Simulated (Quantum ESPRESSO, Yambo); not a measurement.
# A GW chain in Yambo: WS2 (Tungstenite), part 3 of 3

Wanted: ground state, empty states, screening and self-energy for WS2 (Tungstenite).

Quantum ESPRESSO 7.5 and Yambo 5.3.0; PBE and many-body steps on it, plane waves. Known limits of the many-body steps: not at the basis limit; no spin-orbit coupling.

So far. Step 3 (Bands along the symmetry lines): The gap is 1.050 eV, as in the run before at this level. Step 4 (Empty states on the mesh, 6×6×2 mesh, 101 bands): On this mesh the gap is 1.050 eV.

The database entry behind the starting cell differs from later determinations by our own check (an axis about 1.4 % long against later determinations), so it need not match the best structure at ambient conditions.

## (6) Screening and self-energy, 6×6×2 mesh, 101 bands, screening to 74.8 eV

Now the one-shot GW correction: screening in the RPA, then the self-energy of the levels asked for.

This step: G0W0 on PBE, plane waves, norm-conserving pseudopotentials.

Contents of gw1.in:

```
HF_and_locXC
gw0
dyson
ppa
em1d
rim_cut
RandQpts= 1000000
RandGvec= 1 RL
EXXRLvcs= 62 Ry
VXCRLvcs= 248 Ry
Chimod= "HARTREE"
% BndsRnXp
 1 | 101 |
%
NGsBlkXp= 5.5 Ry
% LongDrXp
 1 | 1 | 1 |
%
% GbndRnge
 1 | 101 |
%
DysSolver= "n"
ExtendOut
PPAPntXp= 27.21138 eV
% QPkrange
 1 | 1 | 25 | 28 |
 9 | 9 | 25 | 28 |
 13 | 13 | 25 | 28 |
%
```

Started as:

```sh
> OMP_NUM_THREADS=2 mpirun -n 4 yambo -F gw1.in -J gw1 -C gw1 > gw1.log
```

The log of the run:

```text
 Yambo, version 5.3.0

 [02] CORE Variables Setup
 =========================

  [... cell, symmetries and grids as in the set-up ...]

  [02.05] Energies & Occupations
  ==============================

  [X] === General ===
  [X] Electronic Temperature                        :  0.000000  0.000000 [eV K]
  [X] Bosonic    Temperature                        :  0.000000  0.000000 [eV K]
  [X] Finite Temperature mode                       : no
  [X] El. density                                   :  0.47502E+24 [cm-3]
  [X] Fermi Level                                   :  11.26270 [eV]

  [X] === Gaps and Widths ===
  [X] Conduction Band Min                           :  1.049877 [eV]
  [X] Valence Band Max                              :  0.000000 [eV]
  [X] Filled Bands                                  :  26
  [X] Empty Bands                                   :   27  101
  [X] Direct Gap                                    :  1.736840 [eV]
  [X] Direct Gap localized at k                     :  13
  [X] Indirect Gap                                  :  1.049877 [eV]
  [X] Indirect Gap between kpts                     :   1   9
  [X] Last valence band width                       :  1.801629 [eV]
  [X] 1st conduction band width                     :  1.195478 [eV]

 [03] Transferred momenta grid and indexing
 ==========================================

 IBZ Q-points                                      :  14
 BZ  Q-points                                      :   72

 K/Q-points units:
 rlu = crystal or reduced units; cc = cartesian coordinates; iku = interal k-units

 Q [ 1]         [rlu]:  0.000000  0.000000  0.000000
 Q [ 2]         [rlu]:  0.000000  0.000000 -0.500000
 Q [ 3]         [rlu]:  0.46464E-18  0.16667       0.0000
 Q [ 4]         [rlu]:  0.46464E-18  0.16667     -0.50000
 Q [ 5]         [rlu]:  0.92928E-18  0.33333       0.0000
 Q [ 6]         [rlu]:  0.92928E-18  0.33333     -0.50000
 Q [ 7]         [rlu]: -0.13939E-17 -0.50000       0.0000
 Q [ 8]         [rlu]: -0.13939E-17 -0.50000     -0.50000
 Q [ 9]         [rlu]:  0.166667  0.166667  0.000000
 Q [10]         [rlu]:  0.166667  0.166667 -0.500000
 Q [11]         [rlu]:  0.166667  0.333333  0.000000
 Q [12]         [rlu]:  0.166667  0.333333 -0.500000
 Q [13]         [rlu]:  0.333333  0.333333  0.000000
 Q [14]         [rlu]:  0.333333  0.333333 -0.500000

 [04] Coloumb potential Random Integration (RIM)
 ===============================================

  [04.01] RIM initialization
  ==========================

  * Diagonal components only detected *

  8 x (sBL volume)        :  0.037308 [a.u.]
  sBZ random points       :  1000000
  Points outside the sBZ  :   7980387
  RL volume               :  0.335775 [a.u.]
  Integrated volume       :  0.336600 [a.u.]

  [04.02] RIM integrals
  =====================

  Gamma point sphere radius             :  0.060611 [a.u.]
  Points outside the sphere             :   800002
  [Int_sBZ(q=0) 1/q^2]*(Vol_sBZ)^(-1/3) =:  7.613204
                                 should be <:  7.795600

  Summary of Coulomb integrals for non-metallic bands |Q|[au] RIM/Bare

  Q [1] 0.100000E-4 0.976603 * Q [2] 0.132997 0.905561
  Q [3] 0.201220 1.109571 * Q [4] 0.241201 1.052509
  Q [9] 0.348524 1.037358 * Q [10] 0.373038 1.028336
  Q [5] 0.402441 1.028259 * Q [6] 0.423848 1.023014
  Q [11] 0.532379 1.017062 * Q [12] 0.548740 1.015248
  Q [7] 0.603661 1.014168 * Q [8] 0.618138 1.013046
  Q [13] 0.697048 1.010911 * Q [14] 0.709622 1.010288

 [05] Dipoles
 ============

  [05.01] Setup: observables and procedures
  =========================================

  [WARNING] [x,Vnl] slows the Dipoles computation. To neglect it rename the ns.kb_pp file

 [06] Dynamic Dielectric Matrix (PPA)
 ====================================

 [WR./gw1//ndb.pp]---------------------------------------------------------------
  Brillouin Zone Q/K grids (IBZ/BZ)                :   14   72   14   72
  RL vectors                                       :   7847 [WF]
  Coulomb cutoff potential                         : none
  Electronic Temperature                           :  0.000000 [K]
  Bosonic    Temperature                           :  0.000000 [K]
  PPA    diel. fun.  energies                      : Perdew, Burke & Ernzerhof(X)+Perdew, Burke & Ernzerhof(C)
  wavefunctions                                    : Perdew, Burke & Ernzerhof(X)+Perdew, Burke & Ernzerhof(C)
  Global Gauge                                     : length
  X matrix size                                    :  205
  X band range                                     :    1  101
  X e/h energy range                               : -1.000000 -1.000000 [eV]
  X Time ordering                                  : R
  X Hxc Kernel                                     : HARTREE
  X Drude frequency                                :  0.000000  0.000000
  X poles                                          :  100.0000 [o/o]
  RL vectors in the sum                            :   7847
  [r,Vnl] included                                 : yes
  Field direction                                  :  0.577350E-5  0.577350E-5  0.577350E-5
  BZ energy Double Grid                            : no
  BZ energy DbGd points                            : 0
  BZ Q point size factor                           : -1.000000
  X Optical Averaged directions                    : none

 [07] Local Exchange-Correlation + Non-Local Fock
 ================================================

 [VXC] Plane waves :   48563
 [EXS] Plane waves :   6149

 QP @ state[ 1 ] K range:  1  1
 QP @ state[ 1 ] b range:  25  28
 QP @ state[ 2 ] K range:   9   9
 QP @ state[ 2 ] b range:  25  28
 QP @ state[ 3 ] K range:  13  13
 QP @ state[ 3 ] b range:  25  28

 [xc] Functional : Perdew, Burke & Ernzerhof(X)+Perdew, Burke & Ernzerhof(C)
 [xc] LIBXC used to calculate xc functional
  PP Number of Atomic Species                      :  2
  NLCC RL compoments                               :   48563
  PP Number of Atomic Species                      :  2
  NLCC RL compoments                               :   48563

 [xc] E_xc :  -24.43744 [Ha]
      E_xc :  -48.87488 [Ry]

  Local XC kind (lXC) : Perdew, Burke & Ernzerhof(X)+Perdew, Burke & Ernzerhof(C)
  Non-Local XC kind (nlXC) : Hartree-Fock

  Corrections @ K [1] :  [eV]
 <25|nlXC|25> = -15.33261  0.15102E-16 <25|lXC|25> = -14.41251  0.000000
 <26|nlXC|26> = -15.93882  0.80121E-17 <26|lXC|26> = -15.55930  0.000000
 <27|nlXC|27> = -10.54540  0.38900E-18 <27|lXC|27> = -15.18468  0.000000
 <28|nlXC|28> = -10.54554 -0.15687E-17 <28|lXC|28> = -15.18468  0.000000

  Corrections @ K [9] :  [eV]
 <25|nlXC|25> = -16.37886  0.26128E-17 <25|lXC|25> = -15.15065  0.000000
 <26|nlXC|26> = -16.39441 -0.53914E-17 <26|lXC|26> = -15.22164  0.000000
 <27|nlXC|27> = -10.11149 -0.12423E-18 <27|lXC|27> = -14.15246  0.000000
 <28|nlXC|28> = -10.81416  0.62197E-18 <28|lXC|28> = -15.38640 -0.18882E-15

  Corrections @ K [13] :  [eV]
 <25|nlXC|25> = -15.50986 -0.66763E-17 <25|lXC|25> = -15.03809 -0.94408E-16
 <26|nlXC|26> = -15.79151 -0.20060E-17 <26|lXC|26> = -15.41418  0.47204E-16
 <27|nlXC|27> = -11.99647 -0.75861E-18 <27|lXC|27> = -16.30527  0.000000
 <28|nlXC|28> = -11.99647  0.45701E-18 <28|lXC|28> = -16.30527  0.000000

 [08] Dyson equation: Newton solver
 ==================================

  [08.01] G0W0 (W PPA)
  ====================

  [  GW  ] Bands range     :    1  101
  [GW/PPA] G damping       :  0.100000 [eV]

  QP @ state[ 1 ] K range:  1  1
  QP @ state[ 1 ] b range:  25  28
  QP @ state[ 2 ] K range:   9   9
  QP @ state[ 2 ] b range:  25  28
  QP @ state[ 3 ] K range:  13  13
  QP @ state[ 3 ] b range:  25  28

   Sc/G bands                                       :    1  101
   Sc/G damping                                     :  0.100000 ev
   Sc bands terminator                              : no
   Sx RL components                                 :   6149

   QP @ state[ 1 ] K range                          :  1  1
   QP @ state[ 1 ] b range                          :  25  28
   QP @ state[ 2 ] K range                          :   9   9
   QP @ state[ 2 ] b range                          :  25  28
   QP @ state[ 3 ] K range                          :  13  13
   QP @ state[ 3 ] b range                          :  25  28
   GF energies kind                                 : Perdew, Burke & Ernzerhof(X)+Perdew, Burke & Ernzerhof(C)
   GF WF`s kind                                     : Perdew, Burke & Ernzerhof(X)+Perdew, Burke & Ernzerhof(C)
   Xs energies kind                                 : Perdew, Burke & Ernzerhof(X)+Perdew, Burke & Ernzerhof(C)
   Xs WF`s kind                                     : Perdew, Burke & Ernzerhof(X)+Perdew, Burke & Ernzerhof(C)

 [11] Game Over & Game summary
```

Elapsed: 3.8 min, on 4 MPI ranks of AMD EPYC 7R43, shared host; peak memory 3.2 GiB; 26 min of CPU time.

Numbers from this step:

* G0W0 gap on the points computed: 1.398 eV
* starting gap on the mesh: 1.050 eV
* k of the valence top: 0, 0, 0
* k of the conduction bottom: 0.1667, 0.1667, 0
* least direct G0W0 gap on the computed points: 2.398 eV
* Z at the valence top: 0.7954
* Z at the conduction bottom: 0.8031

The gap on the mesh goes from 1.05 eV to 1.40 eV, a correction of +0.35 eV.

Limits: finite bands, cutoff and mesh; no spin-orbit coupling. v1 is the top filled band, c1 the lowest empty one. Levels before and after the correction, in eV, zero at the valence-band top of each column:

|  | conduction bottom | valence top |
| --- | --- | --- |
| Kohn-Sham | 1.05 | 0.00 |
| G0W0 | 1.40 | 0.00 |

|  | level | energy (eV) |
| --- | --- | --- |
| Kohn-Sham | Γ v2 | -1.087 |
| Kohn-Sham | Γ v1 | 0.000 |
| Kohn-Sham | Γ c1-c2 | 2.245 |
| Kohn-Sham | (0.167 0.167 0) v2 | -1.522 |
| Kohn-Sham | (0.167 0.167 0) v1 | -1.486 |
| Kohn-Sham | (0.167 0.167 0) c1 | 1.050 |
| Kohn-Sham | (0.167 0.167 0) c2 | 1.791 |
| G0W0 | Γ v2 | -1.242 |
| G0W0 | Γ v1 | 0.000 |
| G0W0 | Γ c1-c2 | 2.776 |
| G0W0 | (0.167 0.167 0) v2 | -1.623 |
| G0W0 | (0.167 0.167 0) v1 | -1.563 |
| G0W0 | (0.167 0.167 0) c1 | 1.398 |
| G0W0 | (0.167 0.167 0) c2 | 2.335 |

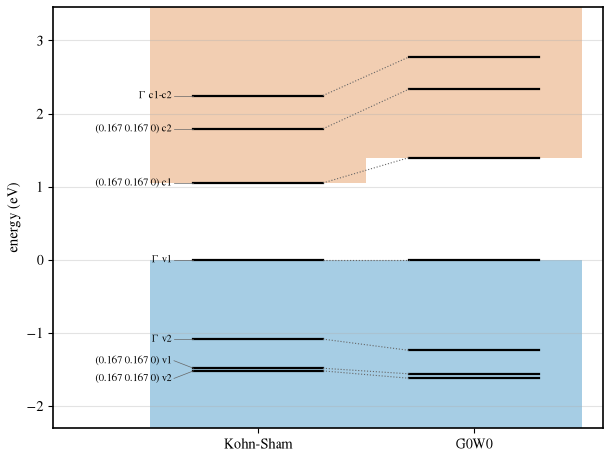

Levels before and after the correction. Shaded: valence and conduction bands.

## (7) Where the time went

Times are wall times on the hardware named with each run, good to a factor of about two.

| step | time | share | memory (GiB) |
| --- | --- | --- | --- |
| ground state | 20 s | 7 % | 0.8 |
| bands along the symmetry lines | 24 s | 8 % | 0.72 |
| empty states on the mesh | 16 s | 6 % | 0.7 |
| conversion and set-up | 3.8 s | 1 % | 0.24 |
| screening and self-energy | 3.8 min | 78 % | 3.2 |

## (8) What came out

- PBE gap: 1.05 eV, indirect
- G0W0 gap on the mesh: 1.40 eV
- GW settings: 6×6×2 mesh, 101 bands, screening to 74.8 eV, Godby-Needs plasmon pole
- known limits: not at the basis limit; no spin-orbit coupling

In words: G0W0 moves the gap on the mesh from 1.05 eV to 1.40 eV (+0.35 eV), with Z of 0.80 and 0.80 at the edges. Only 3 of the mesh's irreducible points were corrected, so a valley elsewhere could overtake. The dearest step here is «screening and self-energy». Bands and cutoff are finite, so the gap is not at the basis limit. The miss can reach some tenths of an eV and take either sign; the mesh is an error of its own. In the G0W0 run levels were corrected at 3 k points alone, so a gap called «on the mesh» is the least over those, and an edge elsewhere would be missed. The many-body steps are scalar-relativistic: spin-orbit coupling is not in them.

[Paths, hosts, dates, memory and timing lines, banners, echoed tables and standing remarks are left out of the program output.]

[Logs are printed without paths, hosts, clocks, repeated set-up lines and the standing remarks that a program may print on its own settings, such as how far it seeks lower states.]

[Runs of the session that timed out or met a known fault of the program may be left out.]

[Hosts, paths, dates, database ids (printed as entryN), source tags and the programs' standing remarks are cut or masked in the printed files.]
